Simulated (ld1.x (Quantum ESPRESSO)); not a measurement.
Pt: pseudopotential generation (part 2 of 2)

Continued. System: platinum (Pt, Z = 78), core [Xe] 4f14, reference valence 5d9 6s1 6p0, valence charge 10. Method: TM potential, PBEsol, scalar-relativistic, made with ld1.x (Quantum ESPRESSO) 7.5.

### Output of the test run (extracts), continued
```
     ---------------------- Testing the pseudopotential ----------------------

     Pt
     scalar relativistic calculation

     atomic number is 78.00   valence charge is 10.00
     dft =PBESOL   lsd =0 sic =0 latt =0  beta=0.20 tr2=1.0E-14
     mesh =1277 r(mesh) =  98.81913 xmin = -7.00 dx = 0.01250

     n l     nl             e AE (Ry)        e PS (Ry)    De AE-PS (Ry)
     3 2     5D   1( 8.00)       -0.73308       -0.74385        0.01077  !
     1 0     6S   1( 1.00)       -0.58353       -0.58302       -0.00051
     2 1     6P   1( 1.00)       -0.15401       -0.15255       -0.00147

     eps = 7.6E-15  iter = 11

     Etot =  -36816.245953 Ry,  -18408.122977 Ha, -500910.544378 eV
     Etotps =   -78.337931 Ry,     -39.168966 Ha,   -1065.841852 eV
     dEtot_ae =       0.487116 Ry
     dEtot_ps =       0.492338 Ry,   Delta E=      -0.005222 Ry

     Ekin =      38.829308 Ry,      19.414654 Ha,     528.299647 eV
     Encl =     -84.175385 Ry,     -42.087692 Ha,   -1145.264450 eV
     Ehrt =      47.612809 Ry,      23.806404 Ha,     647.805265 eV
     Ecxc =     -37.698468 Ry,     -18.849234 Ha,    -512.913791 eV
     (Ecc =     -25.450765 Ry,     -12.725382 Ha,    -346.275297 eV)
     Epseu=     -42.906195 Ry,     -21.453098 Ha,    -583.768524 eV

     ---------------------- End of pseudopotential test ----------------------

     ---------------------- Testing the pseudopotential ----------------------

     Pt
     scalar relativistic calculation

     atomic number is 78.00   valence charge is 10.00
     dft =PBESOL   lsd =0 sic =0 latt =0  beta=0.20 tr2=1.0E-14
     mesh =1277 r(mesh) =  98.81913 xmin = -7.00 dx = 0.01250

     n l     nl             e AE (Ry)        e PS (Ry)    De AE-PS (Ry)
     3 2     5D   1( 8.00)       -1.21561       -1.22392        0.00831  !
     1 0     6S   1( 1.00)       -1.03006       -1.02966       -0.00040
     2 1     6P   1( 0.00)       -0.53278       -0.53107       -0.00171

     eps = 8.1E-15  iter = 13

     Etot =  -36815.909838 Ry,  -18407.954919 Ha, -500905.971306 eV
     Etotps =   -78.003536 Ry,     -39.001768 Ha,   -1061.292178 eV
     dEtot_ae =       0.823231 Ry
     dEtot_ps =       0.826733 Ry,   Delta E=      -0.003502 Ry

     Ekin =      38.892025 Ry,      19.446012 Ha,     529.152956 eV
     Encl =     -79.136707 Ry,     -39.568353 Ha,   -1076.709743 eV
     Ehrt =      43.046256 Ry,      21.523128 Ha,     585.674146 eV
     Ecxc =     -37.442534 Ry,     -18.721267 Ha,    -509.431626 eV
     (Ecc =     -25.450765 Ry,     -12.725382 Ha,    -346.275297 eV)
     Epseu=     -43.362577 Ry,     -21.681288 Ha,    -589.977910 eV

     ---------------------- End of pseudopotential test ----------------------

     ---------------------- Testing the pseudopotential ----------------------

     Pt
     scalar relativistic calculation

     atomic number is 78.00   valence charge is 10.00
     dft =PBESOL   lsd =0 sic =0 latt =0  beta=0.20 tr2=1.0E-14
     mesh =1277 r(mesh) =  98.81913 xmin = -7.00 dx = 0.01250

     n l     nl             e AE (Ry)        e PS (Ry)    De AE-PS (Ry)
     3 2     5D   1( 9.50)       -0.38898       -0.38669       -0.00230
     1 0     6S   1( 0.50)       -0.38898       -0.39066        0.00168
     2 1     6P   1( 0.00)       -0.04572       -0.04678        0.00106

     eps = 8.1E-15  iter = 10

     Etot =  -36816.741725 Ry,  -18408.370862 Ha, -500917.289692 eV
     Etotps =   -78.837753 Ry,     -39.418876 Ha,   -1072.642269 eV
     dEtot_ae =      -0.008655 Ry
     dEtot_ps =      -0.007484 Ry,   Delta E=      -0.001172 Ry

     Ekin =      41.542709 Ry,      20.771354 Ha,     565.217346 eV
     Encl =     -86.813891 Ry,     -43.406945 Ha,   -1181.163154 eV
     Ehrt =      51.028137 Ry,      25.514068 Ha,     694.273167 eV
     Ecxc =     -38.409353 Ry,     -19.204677 Ha,    -522.585873 eV
     (Ecc =     -25.450765 Ry,     -12.725382 Ha,    -346.275297 eV)
     Epseu=     -46.185354 Ry,     -23.092677 Ha,    -628.383755 eV

     ---------------------- End of pseudopotential test ----------------------

     ---------------------- Testing the pseudopotential ----------------------

     Pt
     scalar relativistic calculation

     atomic number is 78.00   valence charge is 10.00
     dft =PBESOL   lsd =0 sic =0 latt =0  beta=0.20 tr2=1.0E-14
     mesh =1277 r(mesh) =  98.81913 xmin = -7.00 dx = 0.01250

     n l     nl             e AE (Ry)        e PS (Ry)    De AE-PS (Ry)
     3 2     5D   1( 9.00)       -0.59831       -0.59835        0.00004
     1 0     6S   1( 0.00)       -0.52718       -0.52779        0.00061
     2 1     6P   1( 1.00)       -0.13406       -0.13415        0.00008

     eps = 2.9E-15  iter = 10

     Etot =  -36816.355703 Ry,  -18408.177852 Ha, -500912.037607 eV
     Etotps =   -78.452525 Ry,     -39.226263 Ha,   -1067.400983 eV
     dEtot_ae =       0.377366 Ry
     dEtot_ps =       0.377744 Ry,   Delta E=      -0.000378 Ry

     Ekin =      41.237076 Ry,      20.618538 Ha,     561.059007 eV
     Encl =     -84.679229 Ry,     -42.339614 Ha,   -1152.119603 eV
     Ehrt =      48.913156 Ry,      24.456578 Ha,     665.497388 eV
     Ecxc =     -38.086655 Ry,     -19.043327 Ha,    -518.195336 eV
     (Ecc =     -25.450765 Ry,     -12.725382 Ha,    -346.275297 eV)
     Epseu=     -45.836874 Ry,     -22.918437 Ha,    -623.642439 eV

     ---------------------- End of pseudopotential test ----------------------
```

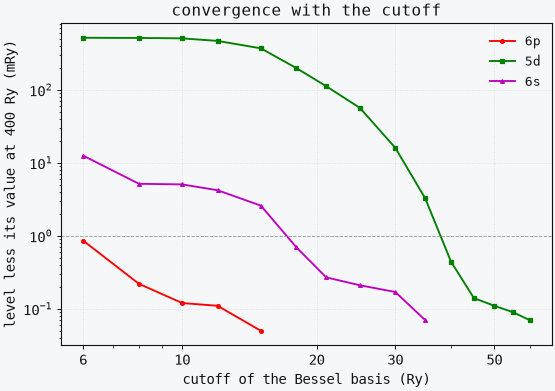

**Figure 2.** The pseudo-atom Hamiltonian at the reference potential is diagonalised in spherical Bessel functions (20 bohr box) up to the cutoff. Curves: distance of each valence level from its value at 400 Ry.

- Hardest occupied shell: 5d: its level needs 40 Ry to come within 1 mRy, against 18 Ry for 6s.
- Cutoffs from which each level stays within 1 mRy: 6p: 6 Ry or less; 5d: 40 Ry; 6s: 18 Ry.
- Cutoffs for 10 and 1 mRy in the occupation-weighted sum of levels: 40 Ry and 55 Ry, on the ladder of cutoffs that was run.

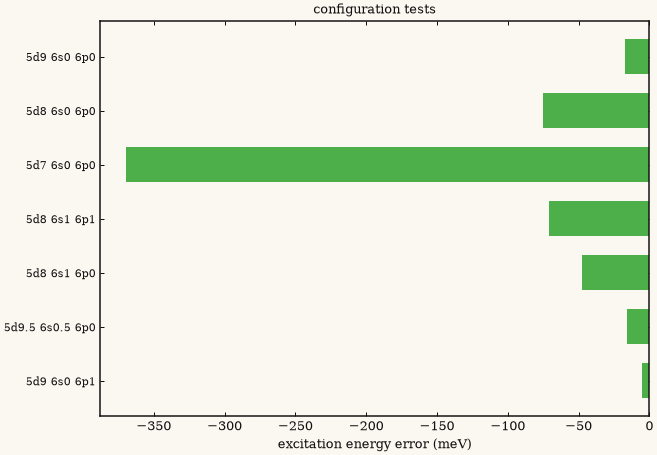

**Figure 3.** Errors, all-electron minus pseudo, of the energies of valence configurations relative to the unpolarised reference 5d9 6s1 6p0.

- Worst configuration: 5d7 6s0 6p0 (charge +3): the error is -369 meV on an all-electron energy of +61.47 eV relative to the reference, or 0.6 %.
- Configurations within 10 meV and within 50 meV: 1 and 4 of 7.

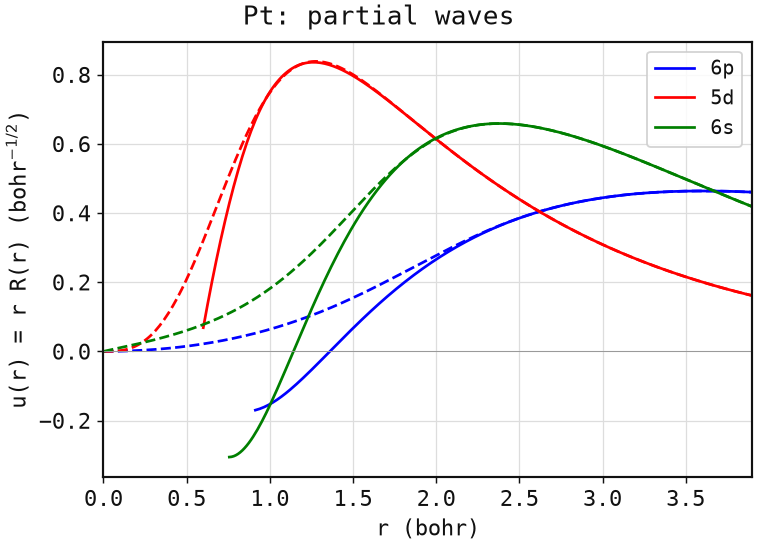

**Figure 4.** Pseudo-waves (dashed) against the all-electron radial functions (solid). The innermost oscillations of some all-electron curves aren't drawn. Reference configuration 5d9 6s1 6p0.

- Matching radii: 6p at 3.00 bohr; 5d at 2.10 bohr; 6s at 2.50 bohr. The curves merge smoothly, so the plot gives these only roughly.
- Nodes of the pseudo-waves: 6p has no node; 5d has no node; 6s has no node.
- Cutoffs needed: 40 Ry (loose) and 55 Ry (tight), as the cutoffs, on a coarse ladder, from which the occupation-weighted sum of valence levels, in a spherical-Bessel basis at the reference potential, stays within 10 and 1 mRy of its value at 400 Ry.

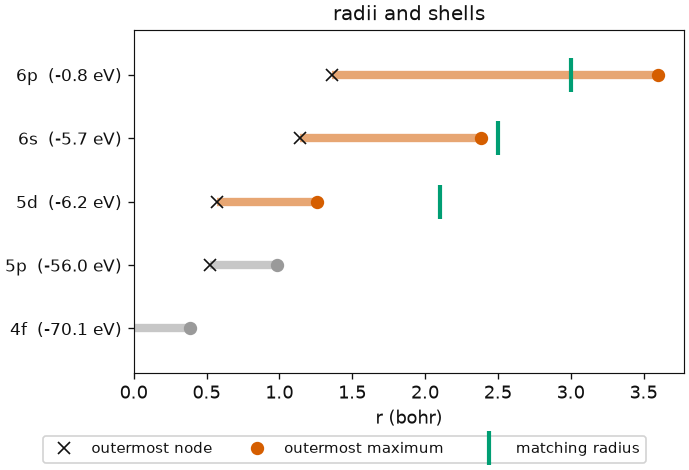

**Figure 5.** Outer shells of the all-electron reference atom: each bar runs from the outermost node (or the nucleus) to the outermost maximum of u(r); the tick is the radius chosen for the pseudo-wave. Shells without a tick have no pseudo-wave of their own. Levels, nodes and maxima are from ld1.x, scalar-relativistic.

- Radii against the shells: 5d: 2.10 bohr, outside the maximum; 6s: 2.50 bohr, outside the maximum; 6p: 3.00 bohr, between node and maximum.

### Results in brief

- outcome: generated
- cutoffs needed: 40 Ry and 55 Ry (the cutoffs, on a coarse ladder, from which the occupation-weighted sum of valence levels, in a spherical-Bessel basis at the reference potential, stays within 10 and 1 mRy of its value at 400 Ry); ghost states and empty shells don't enter this sum
- ghost test: no ghost state below the valence levels in the p, d, s, f channels (spherical-Bessel basis up to 400 Ry, 20 bohr box)
- largest excitation error: -369 meV (all-electron minus pseudo) for 5d7 6s0 6p0, out of 7 test configurations
- range over which the phases arctan(r u′/u) at the test radius agree within 0.05 rad (a looser test near the poles than one of phase shifts): s: up to about 1.7 Ry; p: up to about 2.4 Ry; d: up to about 0.9 Ry
- wall time: 2.3 s

### Remarks

An excitation error of 369 meV in its own tests makes this a poorly transferable potential.
